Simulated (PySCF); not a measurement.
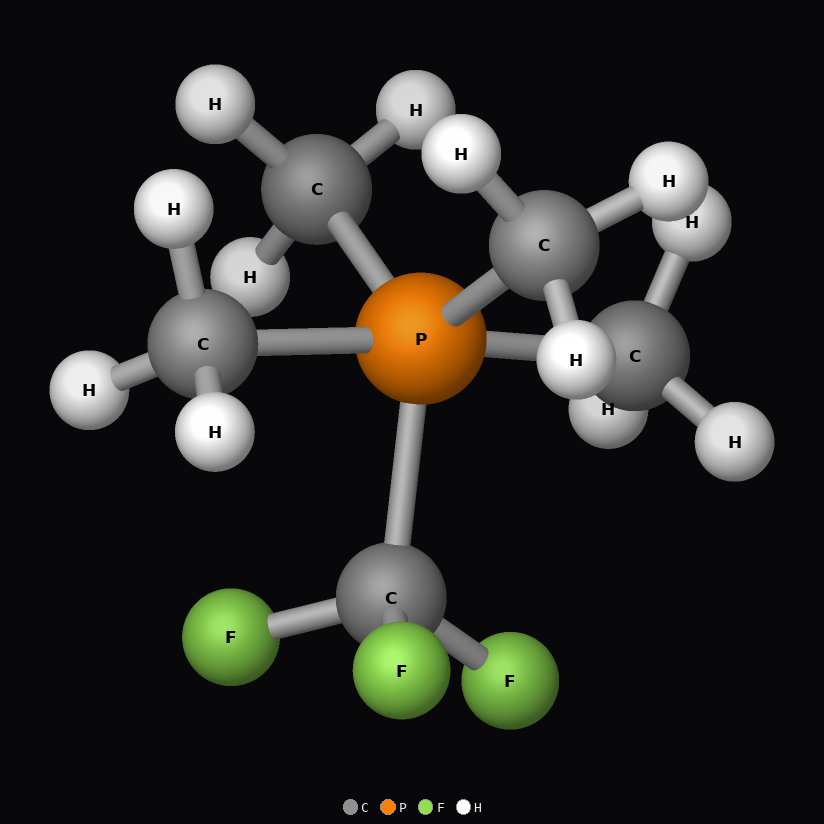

Rendered structure (ball-and-stick style).

> Count the atoms of each element.

C₅H₁₂F₃P, 21 atoms: 5 carbon, 12 hydrogen, 3 fluorine and 1 phosphorus.

> Name some functional groups or characteristic bonds that it holds.

Among them: C–F bond.

> Give a SMILES string for it.

CP(C)(C)(C)C(F)(F)F

> Describe its rings.

It has no ring.

> How many bonds of each kind are drawn?

12 C–H, 5 C–P, 3 C–F.

More results for the same structure follow; atom numbers are the same in all pictures, views and colours differ. The computed structure is the end point of a PBE0-D3(BJ)/def2-SVP optimisation. No frequency run is at hand to confirm it as a minimum.

**Shape**

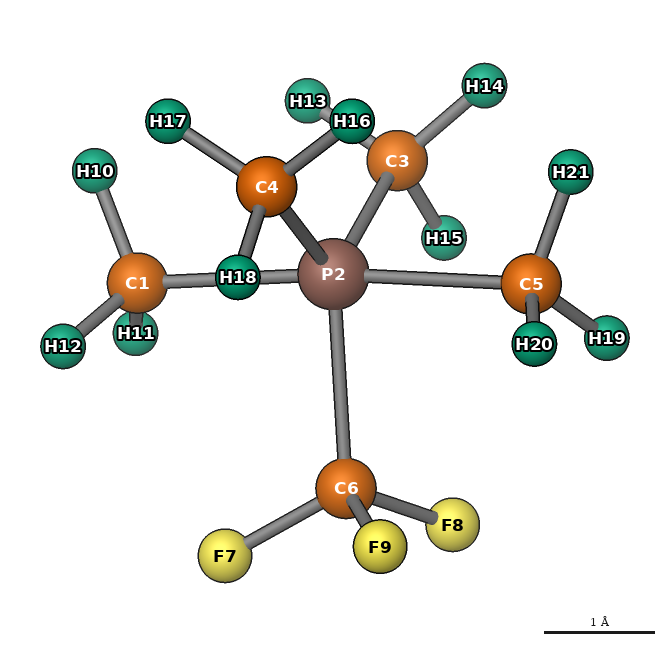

The atoms are numbered. No frequency run is at hand to confirm it as a minimum.

> Describe the coordination of atom 5.

C5 has 4 neighbours (P2 at 1.95, H19 at 1.10, H20 at 1.10, H21 at 1.10 Å); the arrangement is tetrahedral.

> How are the neighbours of atom 3 arranged?

C3 has 4 neighbours (P2 at 1.85, H13 at 1.10, H14 at 1.10, H15 at 1.10 Å); the arrangement is tetrahedral.

> How are the neighbours of atom 2 arranged?

P2 has 5 neighbours (C1 at 1.93, C3 at 1.85, C4 at 1.85, C5 at 1.95, C6 at 1.97 Å); the arrangement is trigonal bipyramidal.

> What is the geometry at C6?

C6 has 4 neighbours (P2 at 1.97, F7 at 1.33, F8 at 1.34, F9 at 1.34 Å); the arrangement is tetrahedral.

> What is the dihedral angle C5–P2–C6–F8?

63° in size, that is gauche.

**Levels of theory compared**

No frequency run is at hand to confirm it as a minimum. Program: PySCF 2.14.0.

At this fixed geometry, give dipole (D), HOMO energy (eV), HOMO–LUMO gap (eV) at these levels: CAM-B3LYP/def2-SVPD; PBE0/pcSseg-1; PBE0/pcSseg-1 in benzene (IEF-PCM); PBE0/pcSseg-1 in cyclohexane (IEF-PCM).

| level | dipole (D) | HOMO energy (eV) | HOMO–LUMO gap (eV) |
| --- | --- | --- | --- |
| CAM-B3LYP/def2-SVPD | 2.89 | −7.52 | 8.57 |
| PBE0/pcSseg-1 | 2.67 | −6.23 | 7.35 |
| PBE0/pcSseg-1 in benzene (IEF-PCM) | 2.97 | −6.13 | 7.39 |
| PBE0/pcSseg-1 in cyclohexane (IEF-PCM) | 2.93 | −6.14 | 7.39 |

**NMR shielding**

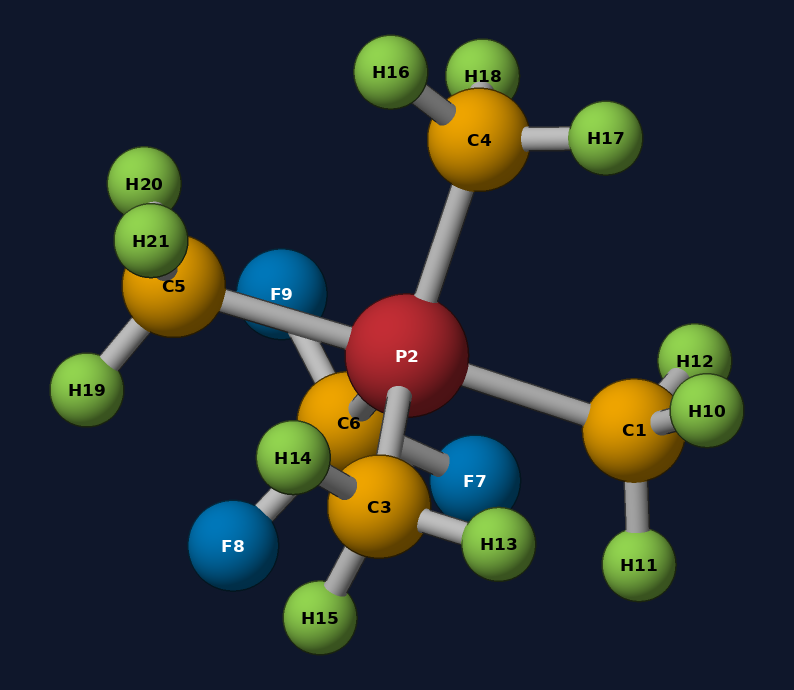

No frequency run is at hand to confirm it as a minimum. Method: GIAO PBE0/pcSseg-1 NMR shielding, non-relativistic, IEF-PCM cyclohexane (PySCF 2.14.0). Principal shieldings σ11 ≤ σ22 ≤ σ33, span Ω = σ33 − σ11, skew κ = 3(σiso − σ22)/Ω.

Give the shielding tensors of the P atoms.

```csv
atom,σ11,σ22,σ33,σiso,Ω,κ
P2,228.8,514.9,587.2,443.6,358.4,−0.60
```

Shieldings and span in ppm.

**Charges**

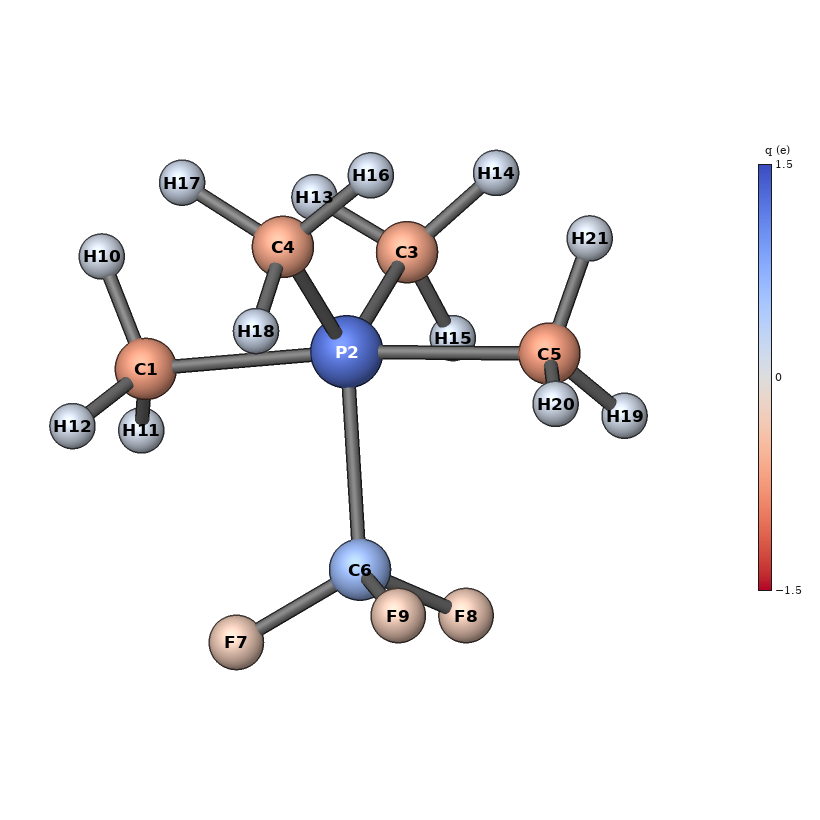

Atoms are coloured by their IAO charges. No frequency run is at hand to confirm it as a minimum. Properties computed with PBE0/pcSseg-1 in benzene (IEF-PCM) (PySCF 2.14.0).

> Which atom carries the highest charge (most positive or least negative)?

P2 (1.17 e).

> And the lowest?

C5 (−0.71 e).

List the IAO charges.

```json
{"atom": "C1", "value (e)": "−0.70"}
{"atom": "P2", "value (e)": "1.17"}
{"atom": "C3", "value (e)": "−0.63"}
{"atom": "C4", "value (e)": "−0.63"}
{"atom": "C5", "value (e)": "−0.71"}
{"atom": "C6", "value (e)": "0.58"}
{"atom": "F7", "value (e)": "−0.27"}
{"atom": "F8", "value (e)": "−0.29"}
{"atom": "F9", "value (e)": "−0.28"}
{"atom": "H10", "value (e)": "0.13"}
{"atom": "H11", "value (e)": "0.14"}
{"atom": "H12", "value (e)": "0.14"}
{"atom": "H13", "value (e)": "0.16"}
{"atom": "H14", "value (e)": "0.16"}
{"atom": "H15", "value (e)": "0.17"}
{"atom": "H16", "value (e)": "0.16"}
{"atom": "H17", "value (e)": "0.16"}
{"atom": "H18", "value (e)": "0.17"}
{"atom": "H19", "value (e)": "0.14"}
{"atom": "H20", "value (e)": "0.14"}
{"atom": "H21", "value (e)": "0.13"}
```

**Polarisability**

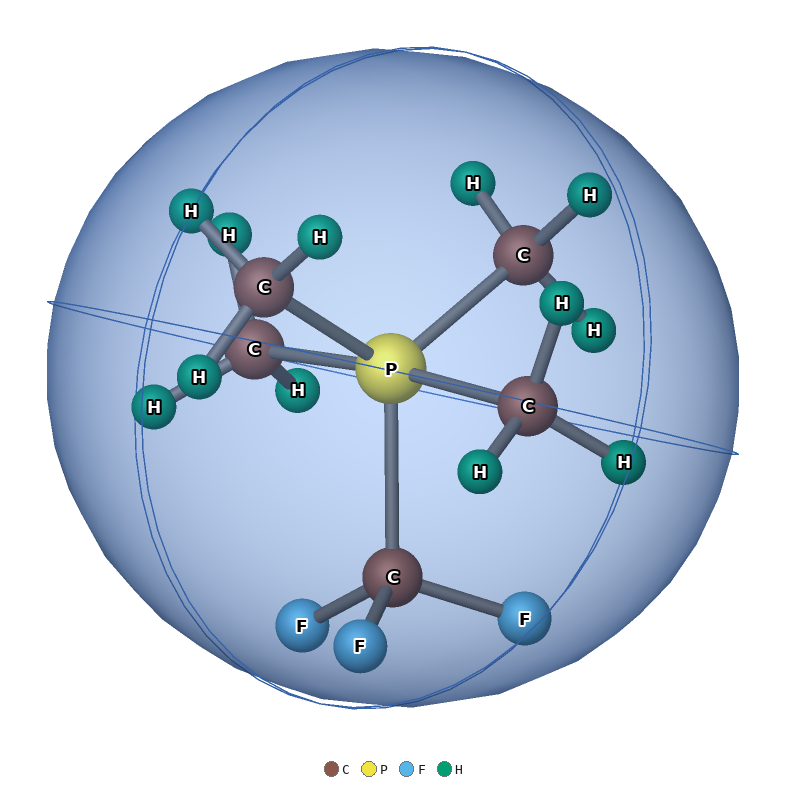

The ellipsoid shows the static dipole polarisability: its half-axes are proportional to the principal values. No frequency run is at hand to confirm it as a minimum. Computed with CAM-B3LYP/def2-SVPD (PySCF 2.14.0).

> Give the principal values, the mean and the anisotropy.

Principal values 89.8, 90.1, 100.8 bohr³; mean 93.5 bohr³ (13.86 Å³); anisotropy 10.9 bohr³, so the longest axis is 1.12 times the shortest.
